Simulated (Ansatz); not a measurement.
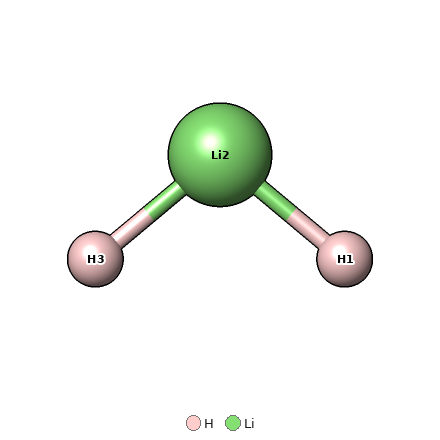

The system is H + LiH, spin multiplicity 2; the picture shows the reference structure. First axis: distance H1–Li2. Second axis: distance Li2–H3. Nothing is relaxed (the angle H1–Li2–H3 is fixed at 100 degrees). The grid has 17 × 17 points; 153 points were computed and 136 follow by symmetry. Points are written as (first, second). All energies are given in kcal/mol relative to the lowest grid point. Computed with UKS PBE-D4/aug-cc-pVTZ (Ansatz).

Its coordinates:

```tsv
atom	x (Å)	y (Å)	z (Å)
H	-1.7130	0.0000	0.0000
Li	0.0000	0.0000	0.0000
H	0.2975	1.6870	0.0000
```

Range: distance H1–Li2 from 1.272 to 3.272 Å; distance Li2–H3 from 1.272 to 3.272 Å.

**What landscape does the calculation give?**

The lowest grid point is at (1.713 Å, 1.713 Å). It is the only kind of minimum in the scanned range. The highest grid point, (3.272 Å, 3.272 Å), lies 47.8 kcal/mol above the lowest. Round the minimum the two coordinates are weakly coupled (coupling 0.06 in units of the two stiffnesses).

| distance Li2–H3 ↓, distance H1–Li2 → | 1.326 | 1.499 | 1.713 | 1.955 | 2.219 | 2.501 | 2.799 | 3.111 |
| --- | --- | --- | --- | --- | --- | --- | --- | --- |
| 3.111 | 21.1 | 14.1 | 13.8 | 17.9 | 23.4 | 30.9 | 37.7 | 43.3 |
| 2.799 | 20.0 | 12.7 | 11.9 | 15.5 | 20.2 | 26.8 | 32.9 | 37.7 |
| 2.501 | 17.7 | 10.2 | 9.0 | 11.9 | 15.8 | 21.6 | 26.8 | 30.9 |
| 2.219 | 14.6 | 6.9 | 5.3 | 7.9 | 10.9 | 15.8 | 20.2 | 23.4 |
| 1.955 | 11.7 | 3.8 | 1.8 | 4.0 | 7.9 | 11.9 | 15.5 | 17.9 |
| 1.713 | 10.3 | 2.3 | 0.0 | 1.8 | 5.3 | 9.0 | 11.9 | 13.8 |
| 1.499 | 12.6 | 4.7 | 2.3 | 3.8 | 6.9 | 10.2 | 12.7 | 14.1 |
| 1.326 | 20.4 | 12.6 | 10.3 | 11.7 | 14.6 | 17.7 | 20.0 | 21.1 |

The table holds every second grid line.

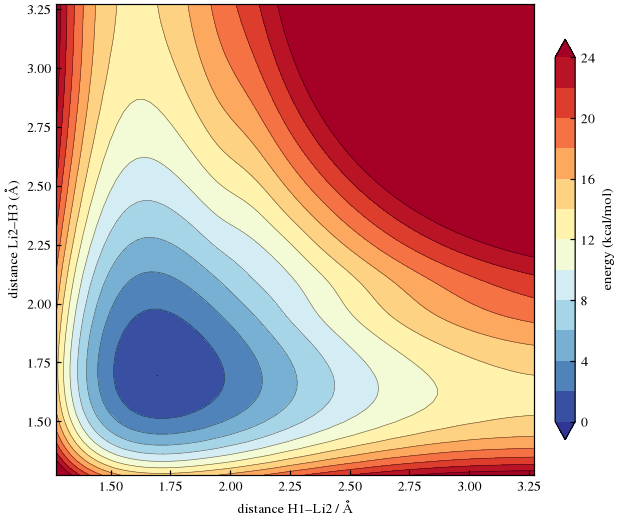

Drawn: filled contours, one colour for all values above the top of the scale. Between grid points the surface is interpolated.

Each point was launched as `ansatz run input.yaml --threads 1 --pin off --max-ram 2560MiB --backend cpu --events-out ev --progress --plain --runs-dir out`. The whole map (153 points run) took 3.5 min on 1 thread of INTEL(R) XEON(R) PLATINUM 8581C CPU @ 2.30GHz (Emerald Rapids) (shared host).
